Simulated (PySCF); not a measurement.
C2H6Se, SMILES `C[Se]C`.

PySCF calculation, B3LYP/def2-SVPD, gas phase; geometry: GFN2-xTB. No frequency check shows the geometry to be a minimum. GFN2-xTB bond lengths at metals and heavier atoms can be off by up to 0.1 Å and shapes distorted, which carries into these values.

Input script:

```python
import numpy as np
from pyscf import gto, scf, dft
from pyscf.scf import atom_ks, atom_hf
from scipy.linalg import block_diag

def solve(mol, dm0=None, hcore=None):
    mf = (dft.UKS if mol.spin else dft.RKS)(mol, xc='b3lyp')
    mf.grids.level = 3
    mf = mf.density_fit(auxbasis='def2-universal-jkfit')
    mf.conv_tol, mf.max_cycle = 1e-8, 80
    if hcore is not None:
        mf.get_hcore = lambda *args: hcore
    mf.kernel(dm0)
    if not mf.converged:
        mf = mf.newton().run(mf.mo_coeff, mf.mo_occ, max_cycle=30)
    assert mf.converged, 'SCF not converged'
    return mf

mol = gto.M(atom='''
C      1.46098     0.82107     0.00043
Se    -0.00001    -0.47441     0.00000
C     -1.46097     0.82109    -0.00043
H      1.39334     1.43658     0.89440
H      2.39412     0.26528    -0.00186
H      1.39392     1.43653    -0.89358
H     -2.39411     0.26531     0.00186
H     -1.39381     1.43664     0.89357
H     -1.39332     1.43659    -0.89441
''', basis='def2-svpd', charge=0, spin=0, verbose=4)
field = np.array([0.004, 0.0, 0.0])  # atomic units
mol.set_common_orig(mol.atom_charges() @ mol.atom_coords() / mol.atom_charges().sum())
mf = solve(mol)
out = dict(dm0=mf.make_rdm1(), d0=mf.dip_moment(unit='AU'), e0=mf.e_tot)
for name, sign in (('p', 1), ('m', -1)):
    h = mf.get_hcore() + sign * np.einsum('x,xij->ij', field, mol.intor('int1e_r'))
    mi = solve(mol, mf.make_rdm1(), h)
    out.update({'dm' + name: mi.make_rdm1(), 'd' + name: mi.dip_moment(unit='AU'), 'e' + name: mi.e_tot})
# spherically averaged free atoms, for the promolecule
atm = atom_ks.get_atm_nrks(mol, xc='b3lyp')
pro = block_diag(*[(atm[a[0]][2] * atm[a[0]][3]) @ atm[a[0]][2].T for a in mol._atom])
np.savez('result.npz', pro=pro, **out)
```

Run with:

```sh
OMP_NUM_THREADS=1 python input.py
```

The run took 29 s on 1 thread of Intel(R) Xeon(R) Platinum 8488C (Sapphire Rapids), with other jobs on the host, peak memory 0.59 GiB.

Partitions, critical points and surface values were worked out afterwards from this run's density.

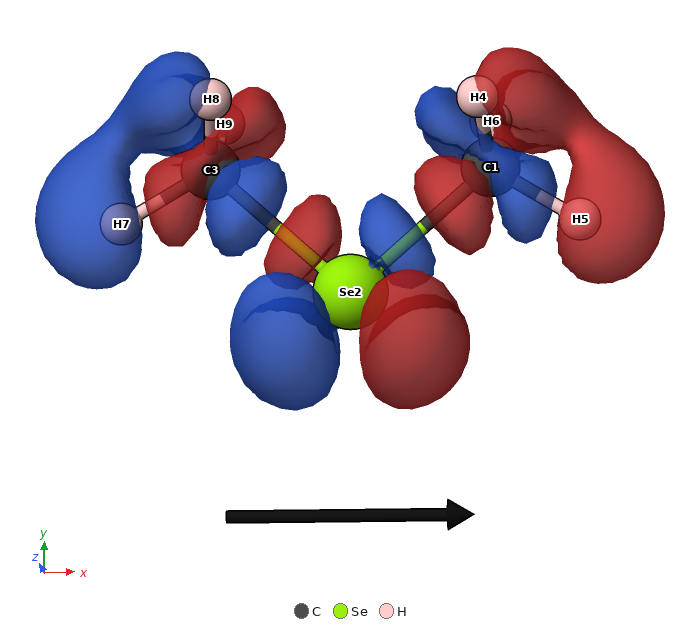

Change of the electron density in a uniform field of 0.21 V/Å along +x (arrow), surfaces at ±0.002 e/Å³ (blue: gain, red: loss).

How large is the response?

Answer. The induced dipole is 0.65 D (along the field); α along this axis, from the fields in both directions, is 64 bohr³ (9.5 Å³).

Which atoms gain and lose the most charge?

Answer. Electrons gather most on H7 (Hirshfeld charge changes by −0.009 e) and leave H5 most (+0.009 e); 0.056 electrons are displaced in all.
